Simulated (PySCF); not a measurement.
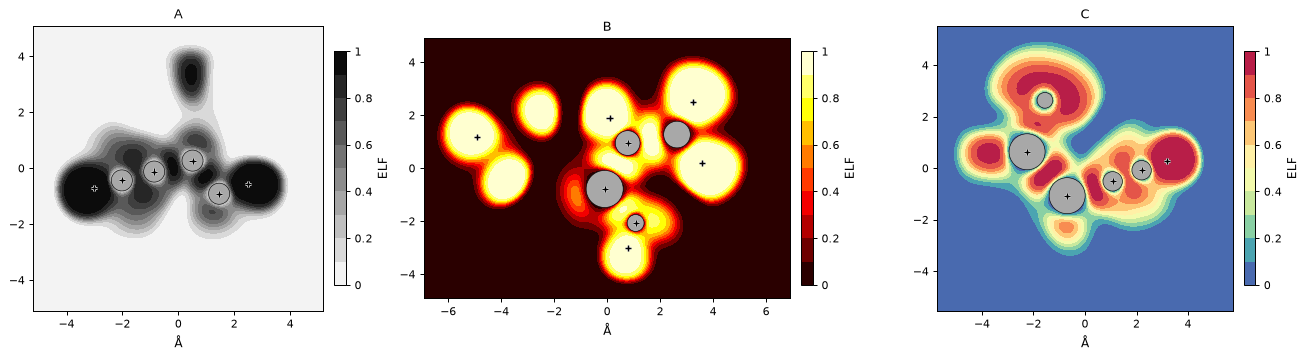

The ELF of 3 systems, each on a plane through atoms (crosses mark nuclei in the plane; grey discs cover the cores).

Computed with PBE0/pcSseg-1, SCF density, gas phase, non-relativistic in PySCF 2.14.0.

System 1: C$_{5}$H$_{10}$O$_{3}$SSi, the plane of atoms C2, C3 and C4. Geometry: GFN2-xTB.

```
atom    x (Å)    y (Å)    z (Å)
   C  -1.1680  -1.0670  -2.1092
   C  -0.8421  -0.6067  -1.0512
   C  -0.4519  -0.0428   0.1996
   C  -1.0722  -0.7575   1.3871
  Si   1.4154   0.3645   0.3955
   C   2.3072  -1.2197  -0.1643
   S  -1.0820   1.6364   0.2515
   O  -0.2862   2.3468   1.2048
   O  -2.5088   1.7119   0.3505
   O  -0.6841   2.2052  -1.2148
   H  -1.4497  -1.4827  -3.0302
   H  -2.1571  -0.7818   1.2862
   H  -0.7000  -1.7783   1.4580
   H  -0.8249  -0.2194   2.2995
   H   1.7953   1.4706  -0.4776
   H   1.6659   0.5948   1.8192
   H   2.0296  -2.0819   0.4344
   H   3.3786  -1.0926  -0.0703
   H   2.0921  -1.4613  -1.2008
   H  -1.4624   2.2725  -1.7711
```

System 2: C$_{2}$H$_{16}$BNSi$_{4}$, the plane of atoms N6, Si5 and B7. Geometry: GFN2-xTB.

```yaml
atoms:
  - { symbol: C, position_ang: [3.2502, 0.2670, 0.8911] }
  - { symbol: C, position_ang: [2.4756, 1.2209, -0.0088] }
  - { symbol: Si, position_ang: [1.7614, 0.3551, -1.5517] }
  - { symbol: Si, position_ang: [0.4416, -1.4276, -0.8981] }
  - { symbol: Si, position_ang: [-1.1617, -0.8870, 0.7394] }
  - { symbol: N, position_ang: [-2.3825, -2.1012, 0.5178] }
  - { symbol: B, position_ang: [-1.8744, 0.8873, 0.4186] }
  - { symbol: Si, position_ang: [-3.5208, 1.2701, -0.5724] }
  - { symbol: H, position_ang: [3.6566, 0.7865, 1.7581] }
  - { symbol: H, position_ang: [2.6068, -0.5357, 1.2485] }
  - { symbol: H, position_ang: [4.0798, -0.1810, 0.3476] }
  - { symbol: H, position_ang: [3.1324, 2.0397, -0.3071] }
  - { symbol: H, position_ang: [1.6650, 1.6733, 0.5661] }
  - { symbol: H, position_ang: [2.9004, 0.0286, -2.4232] }
  - { symbol: H, position_ang: [0.9900, 1.3747, -2.2843] }
  - { symbol: H, position_ang: [-0.2124, -2.0108, -2.0815] }
  - { symbol: H, position_ang: [1.2790, -2.5494, -0.4264] }
  - { symbol: H, position_ang: [-0.4758, -1.0788, 2.0529] }
  - { symbol: H, position_ang: [-3.2711, -2.0081, 0.9824] }
  - { symbol: H, position_ang: [-2.1183, -3.0723, 0.4965] }
  - { symbol: H, position_ang: [-1.1977, 1.7966, 0.7361] }
  - { symbol: H, position_ang: [-4.1692, 2.5566, -0.2524] }
  - { symbol: H, position_ang: [-3.2594, 1.3293, -2.0235] }
  - { symbol: H, position_ang: [-4.6072, 0.2861, -0.4164] }
```

System 3: C$_{5}$H$_{11}$NSSi$_{2}$, the plane of atoms C2, Si3 and Si7. Geometry: GFN2-xTB.

```yaml
atoms:
  - { symbol: C, position_ang: [-1.6060, 2.7817, 0.5578] }
  - { symbol: C, position_ang: [-1.3236, 1.8512, -0.1514] }
  - { symbol: Si, position_ang: [-0.7992, 0.3978, -1.1739] }
  - { symbol: C, position_ang: [-1.9271, -1.1053, -0.8118] }
  - { symbol: C, position_ang: [-1.3606, -1.8643, 0.3861] }
  - { symbol: N, position_ang: [0.0797, -2.0188, 0.2663] }
  - { symbol: Si, position_ang: [1.0382, -0.7447, -0.3698] }
  - { symbol: S, position_ang: [2.2327, 0.2171, 1.1616] }
  - { symbol: C, position_ang: [2.9535, 1.5368, 0.1415] }
  - { symbol: H, position_ang: [-1.8677, 3.5983, 1.1682] }
  - { symbol: H, position_ang: [-0.8803, 0.7998, -2.5855] }
  - { symbol: H, position_ang: [-1.9203, -1.7634, -1.6820] }
  - { symbol: H, position_ang: [-2.9643, -0.8412, -0.6134] }
  - { symbol: H, position_ang: [-1.8070, -2.8639, 0.4435] }
  - { symbol: H, position_ang: [-1.6261, -1.3312, 1.3113] }
  - { symbol: H, position_ang: [0.4555, -2.6605, 0.9457] }
  - { symbol: H, position_ang: [2.0215, -1.3588, -1.2721] }
  - { symbol: H, position_ang: [3.6329, 2.0944, 0.7772] }
  - { symbol: H, position_ang: [3.4998, 1.0988, -0.6884] }
  - { symbol: H, position_ang: [2.1633, 2.1869, -0.2236] }
```

Which map belongs to which system?

Answer. Panel A is system 1, C$_{5}$H$_{10}$O$_{3}$SSi: the plane holds C and H. C–C (1.20 Å): the ELF peaks at about 0.85 between the atoms: a multiple bond. Panel B is system 2, C$_{2}$H$_{16}$BNSi$_{4}$: the plane holds Si, N, B and H. Si–N (1.74 Å): the ELF peaks at about 0.90 between the atoms; a polar covalent bond. Panel C is system 3, C$_{5}$H$_{11}$NSSi$_{2}$: the plane holds C, Si and H. C–C (1.20 Å): the ELF peaks at about 0.85 between the atoms; a short, multiple covalent bond.
